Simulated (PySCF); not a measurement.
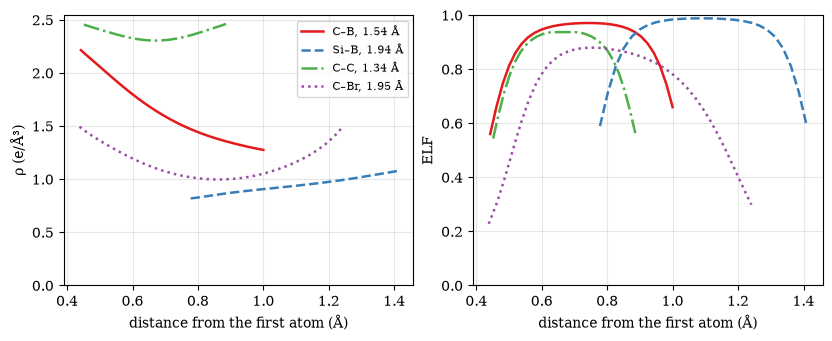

Figure 1: C$_{2}$H$_{4}$BBr$_{3}$Si (SMILES C=C(Br)B[SiH](Br)Br). Electron density and ELF along straight lines between neighbouring atoms. The curves leave out the atomic cores.

Geometry: GFN2-xTB.

The calculation used B3LYP/def2-SVPD, SCF density, gas phase (PySCF 2.14.0).

Input

```
{"job": {"kind": "uv", "xc": "B3LYP", "basis": "def2-SVPD", "nstates": 8, "ntriplets": 3}, "charge": 0, "multiplicity": 1}
C     -2.380894    -0.221805     0.096253
C     -1.140328     0.276568     0.074973
Br    -0.977897     2.205631     0.274850
B      0.134868    -0.566151    -0.098529
Si     1.903326     0.240672    -0.153217
Br     2.905109    -0.211827     1.816732
Br     3.171621    -0.750827    -1.728817
H     -2.540242    -1.282588    -0.006379
H     -3.261397     0.390784     0.210847
H     -0.014852    -1.726431    -0.158400
H      2.206110     1.648644    -0.354278
```

Command:

```sh
OMP_NUM_THREADS=1 python probes_run.py task.json out
```

What kind of bonding do the profiles show?

C–B (1.54 Å): ρ at the midpoint is about 1.5 e/Å³; the ELF peaks at about 1 between the atoms, as expected for a covalent bond.
Si–B (1.94 Å): ρ at the midpoint is about 0.9 e/Å³; the ELF peaks at about 1 between the atoms (a shared electron pair).
C–C (1.34 Å): the density is about 2.3 e/Å³ at the midpoint; the ELF peaks at about 0.95 between the atoms (a multiple bond).
C–Br (1.95 Å): ρ at the midpoint is about 1 e/Å³; the ELF peaks at about 0.90 between the atoms (a shared electron pair).
